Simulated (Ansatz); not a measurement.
## Run report: SiNH6Cl, geometry relaxation (part 1 of 2)

The run: geometry relaxation of SiNH6Cl. Method and program: RKS revPBE-D4/def2-SVP (Ansatz 0.2.0).

It belongs to a series of runs on one base structure; here: end point B relaxed.

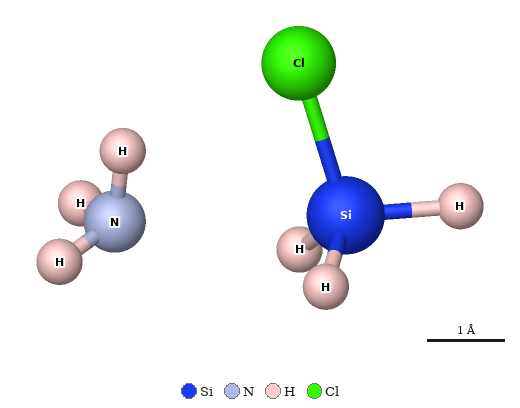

Figure 1. The starting structure (ball-and-stick view, seen at a tilt). Bond lengths as drawn: Cl–Si 2.12 Å, H–N 1.03 to 1.04 Å and H–Si 1.50 to 1.51 Å.

### Results in brief

| quantity | value |
| --- | --- |
| outcome | converged |
| total energy | −21977.4549 eV |
| mean-field energy | −21976.9877 eV |
| largest force (length of the vector) at the end | 0.012 eV/Å |
| hardware | 1 thread of Arm Neoverse V2, 24 GiB of memory available, shared host |
| wall time | 30 s |
| peak memory | 0.12 GiB |

### The input
```yaml
crystal:
  periodic: [false, false, false]
  atoms:
    - { symbol: Si, position_ang: [0.444207, -0.272719, -0.463757] }
    - { symbol: "N", position_ang: [-0.285256, -0.216523, 2.464061] }
    - { symbol: H, position_ang: [-1.108541, -0.370087, 3.066131] }
    - { symbol: H, position_ang: [0.268311, 0.514333, 2.936519] }
    - { symbol: H, position_ang: [0.893492, -0.300737, -1.902989] }
    - { symbol: H, position_ang: [0.565382, 1.133284, 0.031715] }
    - { symbol: H, position_ang: [-0.94126, -0.832002, -0.388878] }
    - { symbol: Cl, position_ang: [1.823243, -1.547485, 0.526054] }
    - { symbol: H, position_ang: [0.297621, -1.077966, 2.544444] }
basis:
  gaussian: { orbitals: def2-SVP }
hamiltonian:
  xc: revpbe
  dispersion: d4
relax:
  f_tol: 0.03
  max_steps: 50
output:
  orbitals: {}
```

Run as:
```bash
ansatz run input.yaml --threads 1 --pin off --max-ram 2048MiB --backend cpu --events-out ev --progress --plain --runs-dir out
```

### The program's output
```
The last accepted step is kept in [file] (removed where the run ends without a failure and the disk answers)
Engine: ansatz 0.2.0, aarch64-unknown-linux-gnu
Functional definition: revPBE
  parameter kappa = 1.245
  parameter beta = 0.06672455060314922
  exchange = pbe_x(kappa = kappa, mu = beta*pi^2/3)
  correlation = pbe_c(beta = beta)
911 factors; their error is unknown
mean field evaluation 1: about -21970.7768 eV, gradient 5.5e1 eV
mean field evaluation 2: about -21948.7379 eV, gradient 1.0e2 eV
mean field evaluation 4: about -21977.0053 eV, gradient 3.0e0 eV
mean field evaluation 8: about -21977.0295 eV, gradient 4.0e-2 eV
mean field evaluation 16: about -21976.9687 eV, gradient 4.7e-5 eV
mean field -21976.96867647 eV, -807.6387023359 hartree, gradient 4.7e-5 eV, S^2 0.000000; 0 other end points of the search recorded, 0 dependent functions left out
the calculation of the forces begins
reference -21976.96871962 eV, -807.6387039216 hartree; 22, 22 occupied and 58, 58 virtual orbitals, 911 factors
relax step   1: F+E_penalty+E_count = -21977.40788727 eV  Δ(F+E_penalty+E_count) = +0.000e0 eV  max|allowed force component| = 4.348e-1 eV/Å  Δτ_max = 0.0000 Å  (25 SCF iters, accepted)
these checks for a lower state are left out or cut short: starts, cluster_reference, orbital_swaps, neighbouring_geometries, increment
911 factors; their error is unknown
mean field -21976.96578868 eV, -807.6385962115 hartree, gradient 1.1e-5 eV, S^2 0.000000; 0 other end points of the search recorded, 0 dependent functions left out
[... from here on the field's lines of each further geometry are left out, up to the last ...]
relax step   2: F+E_penalty+E_count = -21977.40377757 eV  Δ(F+E_penalty+E_count) = +4.110e-3 eV  max|allowed force component| = 6.937e-1 eV/Å  Δτ_max = 0.1925 Å  (26 SCF iters, rejected (line search))
relax step   3: F+E_penalty+E_count = -21977.41975378 eV  Δ(F+E_penalty+E_count) = -1.187e-2 eV  max|allowed force component| = 3.388e-1 eV/Å  Δτ_max = 0.0887 Å  (26 SCF iters, accepted)
relax step   4: F+E_penalty+E_count = -21977.42806794 eV  Δ(F+E_penalty+E_count) = -8.314e-3 eV  max|allowed force component| = 3.548e-1 eV/Å  Δτ_max = 0.0973 Å  (26 SCF iters, accepted)
relax step   5: F+E_penalty+E_count = -21977.42757486 eV  Δ(F+E_penalty+E_count) = +4.931e-4 eV  max|allowed force component| = 5.321e-1 eV/Å  Δτ_max = 0.1417 Å  (26 SCF iters, rejected (line search))
relax step   6: F+E_penalty+E_count = -21977.43700964 eV  Δ(F+E_penalty+E_count) = -8.942e-3 eV  max|allowed force component| = 1.641e-1 eV/Å  Δτ_max = 0.0709 Å  (27 SCF iters, accepted)
relax step   7: F+E_penalty+E_count = -21977.44199004 eV  Δ(F+E_penalty+E_count) = -4.980e-3 eV  max|allowed force component| = 5.332e-2 eV/Å  Δτ_max = 0.0750 Å  (26 SCF iters, accepted)
relax step   8: F+E_penalty+E_count = -21977.44693488 eV  Δ(F+E_penalty+E_count) = -4.945e-3 eV  max|allowed force component| = 2.297e-2 eV/Å  Δτ_max = 0.1125 Å  (25 SCF iters, accepted)
relax step   9: F+E_penalty+E_count = -21977.43853650 eV  Δ(F+E_penalty+E_count) = +8.398e-3 eV  max|allowed force component| = 6.435e-1 eV/Å  Δτ_max = 0.1647 Å  (25 SCF iters, rejected (line search))
relax step  10: F+E_penalty+E_count = -21977.44895825 eV  Δ(F+E_penalty+E_count) = -2.023e-3 eV  max|allowed force component| = 1.700e-1 eV/Å  Δτ_max = 0.0785 Å  (25 SCF iters, accepted)
relax step  11: F+E_penalty+E_count = -21977.44834546 eV  Δ(F+E_penalty+E_count) = +6.128e-4 eV  max|allowed force component| = 2.471e-1 eV/Å  Δτ_max = 0.0706 Å  (26 SCF iters, rejected (line search))
relax step  12: F+E_penalty+E_count = -21977.45095445 eV  Δ(F+E_penalty+E_count) = -1.996e-3 eV  max|allowed force component| = 2.931e-2 eV/Å  Δτ_max = 0.0345 Å  (25 SCF iters, accepted)
relax step  13: F+E_penalty+E_count = -21977.45206567 eV  Δ(F+E_penalty+E_count) = -1.111e-3 eV  max|allowed force component| = 3.336e-2 eV/Å  Δτ_max = 0.0420 Å  (26 SCF iters, accepted)
relax step  14: F+E_penalty+E_count = -21977.45307882 eV  Δ(F+E_penalty+E_count) = -1.013e-3 eV  max|allowed force component| = 9.823e-2 eV/Å  Δτ_max = 0.0615 Å  (26 SCF iters, accepted)
relax step  15: F+E_penalty+E_count = -21977.45352558 eV  Δ(F+E_penalty+E_count) = -4.468e-4 eV  max|allowed force component| = 1.728e-1 eV/Å  Δτ_max = 0.0879 Å  (25 SCF iters, accepted)
relax step  16: F+E_penalty+E_count = -21977.45465443 eV  Δ(F+E_penalty+E_count) = -1.129e-3 eV  max|allowed force component| = 4.620e-2 eV/Å  Δτ_max = 0.0138 Å  (27 SCF iters, accepted)
the calculation of the forces begins
reference -21976.98773050 eV, -807.6394025585 hartree; 22, 22 occupied and 58, 58 virtual orbitals, 911 factors
relax step  17: F+E_penalty+E_count = -21977.45487258 eV  Δ(F+E_penalty+E_count) = -2.181e-4 eV  max|allowed force component| = 1.155e-2 eV/Å  Δτ_max = 0.0193 Å  (27 SCF iters, accepted)
```

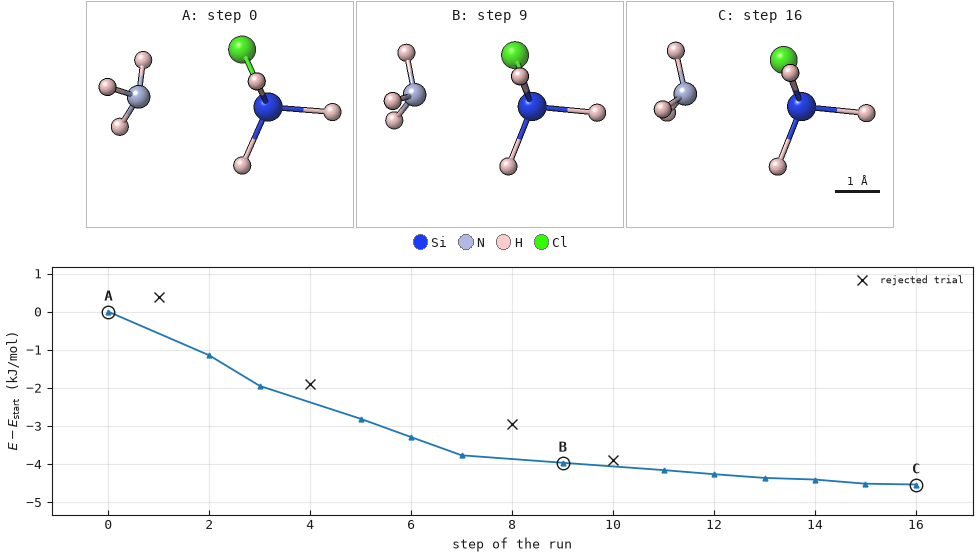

Figure 2. Frames of the relaxation (ball-and-stick view, seen at a tilt) above the curves, on which the letters mark them (the first geometry is step 0 here and step 1 in the log).

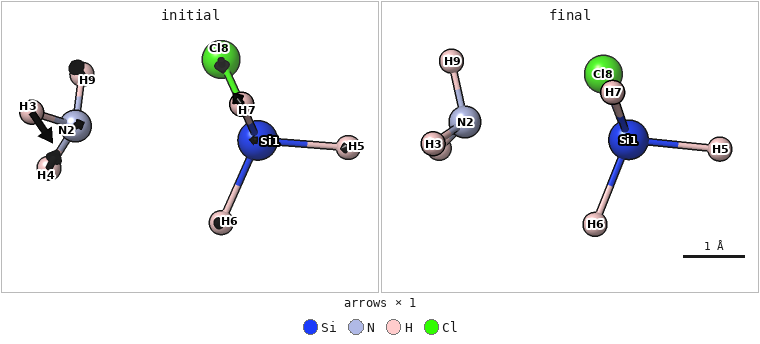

Figure 3. Before (left) and after (right) the relaxation, at one scale (ball-and-stick view, seen at a tilt). The black arrows give the displacements, at true length. Over 16 geometry steps the energy falls by 4.53 kJ/mol. The largest force component goes from 0.43 to 0.012 eV/Å. The line search rejected the trial steps at points 1, 4, 8, 10 (counted from 0) and went back. H3 moves most after the best rigid fit: 0.63 Å. By element the largest moves are H 0.63 Å, Cl 0.34 Å, N 0.19 Å, Si 0.15 Å. Among the contacts that change: N2–H9 1.043 → 1.029 Å, Si1–Cl8 2.123 → 2.110 Å, Si1–H5 1.508 → 1.514 Å. Among the angles that change: H6–Si1–Cl8 110.9° → 113.4°, H5–Si1–Cl8 103.9° → 101.6°, H5–Si1–H6 108.0° → 105.8°. (Atoms are counted from 1 in the order of the input.)

```
911 factors; their error is unknown
mean field -21976.98768651 eV, -807.6394009418 hartree, gradient 2.2e-5 eV, S^2 0.000000; 1 other end points of the search recorded, 0 dependent functions left out
the calculation of the forces begins
reference -21976.98773050 eV, -807.6394025585 hartree; 22, 22 occupied and 58, 58 virtual orbitals, 911 factors
Total energy: -21977.45491657 eV, -807.6565713300 hartree
Atom 0 at     0.421010    -0.274909    -0.314291 Å, force    -0.003590     0.001237     0.008669 eV/Å
Atom 1 at    -0.168340    -0.291093     2.334827 Å, force     0.001943    -0.000384    -0.011551 eV/Å
Atom 2 at    -1.053338     0.114733     2.669636 Å, force    -0.001394     0.001646     0.005718 eV/Å
Atom 3 at     0.584053     0.186462     2.849483 Å, force     0.001262    -0.000262     0.000537 eV/Å
Atom 4 at     0.765031    -0.275770    -1.788505 Å, force    -0.000045    -0.000259     0.001147 eV/Å
Atom 5 at     0.356042     1.167203     0.087570 Å, force     0.001890    -0.000875    -0.002447 eV/Å
Atom 6 at    -0.867946    -1.030027    -0.196785 Å, force     0.002151    -0.001602    -0.002218 eV/Å
Atom 7 at     2.071780    -1.300815     0.506723 Å, force    -0.000589     0.001720    -0.000481 eV/Å
Atom 8 at    -0.151093    -1.265686     2.664642 Å, force    -0.001628    -0.001220     0.000625 eV/Å
Dipole moment:    -0.390936     0.140269     0.593698 e Å
```

### Trajectory as extended XYZ (Å, eV, eV/Å), 17 frames, from step=1 to step=17
```
9
Properties=species:S:1:pos:R:3:forces:R:3 step=1 energy=-21977.40789
Si    0.4442   -0.2727   -0.4638    0.1147  -0.1263   0.1639
N    -0.2853   -0.2165    2.4641    0.2892  -0.3900   0.0318
H    -1.1085   -0.3701    3.0661    0.0419   0.0084  -0.0544
H     0.2683    0.5143    2.9365   -0.0355  -0.0366  -0.0036
H     0.8935   -0.3007   -1.9030   -0.0085  -0.0104   0.0087
H     0.5654    1.1333    0.0317    0.0045  -0.0008  -0.0039
H    -0.9413   -0.8320   -0.3889    0.0092   0.0064   0.0070
Cl    1.8232   -1.5475    0.5261   -0.0813   0.1145  -0.1801
H     0.2976   -1.0780    2.5444   -0.3342   0.4348   0.0305
9
Properties=species:S:1:pos:R:3:forces:R:3 step=2 energy=-21977.40378 accepted=F
Si    0.4373   -0.2682   -0.4661    0.1460  -0.1285   0.2002
N    -0.2201   -0.2494    2.4560   -0.1219  -0.5795   0.5299
H    -1.1605   -0.3172    2.9179    0.6937  -0.0238  -0.2943
H     0.2690    0.5057    2.9647   -0.0736  -0.0225  -0.0721
H     0.8672   -0.2940   -1.9108   -0.0449   0.0245  -0.0250
H     0.5564    1.1383    0.0283   -0.0063   0.0162  -0.0112
H    -0.9460   -0.8306   -0.3775   -0.0157   0.0076   0.0127
Cl    1.8437   -1.5387    0.4681   -0.0167   0.0452  -0.1028
H     0.3103   -1.1158    2.7327   -0.5607   0.6608  -0.2375
9
Properties=species:S:1:pos:R:3:forces:R:3 step=3 energy=-21977.41975
Si    0.4410   -0.2758   -0.4338    0.0732  -0.0620   0.1180
N    -0.2622   -0.2184    2.4324    0.1839  -0.3388   0.1399
H    -1.1276   -0.3454    2.9831    0.1093   0.0143  -0.1012
H     0.2739    0.5092    2.9299   -0.0423  -0.0211  -0.0247
H     0.8688   -0.2969   -1.8798   -0.0170  -0.0005  -0.0128
H     0.5609    1.1311    0.0593    0.0203   0.0029  -0.0191
H    -0.9431   -0.8369   -0.3484    0.0093  -0.0112   0.0025
Cl    1.8504   -1.5502    0.5023   -0.0649   0.0786  -0.0974
H     0.2951   -1.0865    2.5683   -0.2718   0.3379  -0.0052
9
Properties=species:S:1:pos:R:3:forces:R:3 step=4 energy=-21977.42807
Si    0.4451   -0.2690   -0.4107   -0.0034  -0.0858   0.0601
N    -0.2375   -0.2417    2.4098    0.0164  -0.3306   0.3154
H    -1.1546   -0.3193    2.8933    0.3218   0.0088  -0.1954
H     0.2725    0.4991    2.9162   -0.0470  -0.0218  -0.0399
H     0.8239   -0.2974   -1.8719    0.0046   0.0023  -0.0030
H     0.5794    1.1470    0.0529    0.0114   0.0025   0.0145
H    -0.9352   -0.8357   -0.2958    0.0058   0.0104  -0.0076
Cl    1.8796   -1.5399    0.4793   -0.0190   0.0594  -0.0562
H     0.2841   -1.1131    2.6403   -0.2905   0.3548  -0.0880
9
Properties=species:S:1:pos:R:3:forces:R:3 step=5 energy=-21977.42758 accepted=F
Si    0.4282   -0.2757   -0.4031    0.1549  -0.0063   0.1529
N    -0.1798   -0.2441    2.4012   -0.2367  -0.3218   0.4008
H    -1.1610   -0.2799    2.7573    0.5321   0.0089  -0.1554
H     0.2884    0.4880    2.9609   -0.0907  -0.0296  -0.1054
H     0.8096   -0.2886   -1.8638   -0.0402   0.0011  -0.0222
H     0.5563    1.1358    0.0768   -0.0195   0.0171  -0.0437
H    -0.9489   -0.8498   -0.2928   -0.0169  -0.0111   0.0170
Cl    1.8930   -1.5275    0.4600   -0.0128   0.0000  -0.0696
H     0.2715   -1.1280    2.7168   -0.2702   0.3418  -0.1746
```
